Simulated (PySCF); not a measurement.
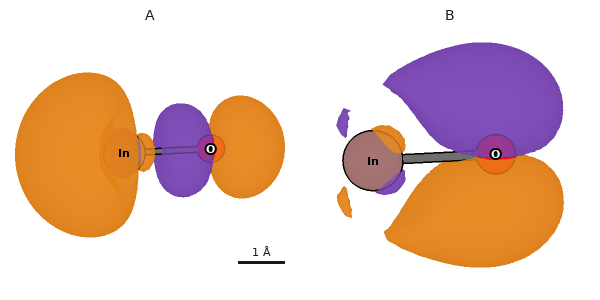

Figure 1: InO (charge −1). Two frontier orbitals, each drawn at the value that holds 80 % of its norm (orange and purple are the two phases), in no order; of a degenerate pair one member is drawn.

Core potentials replace the inner electrons of In.

All numbers below come from PBE0/aug-cc-pVDZ(-PP), non-relativistic Hamiltonian with scalar-relativistic core potentials where named, at a bond length of 1.941 Å in PySCF 2.14.0.

> Name the orbitals and rank them from lowest to highest energy.

Orbital B: π, occupied, −0.93 eV; mainly on O (80 %).
Orbital A: σ, occupied, −0.53 eV; shared between the atoms (In 55 %, O 45 %).
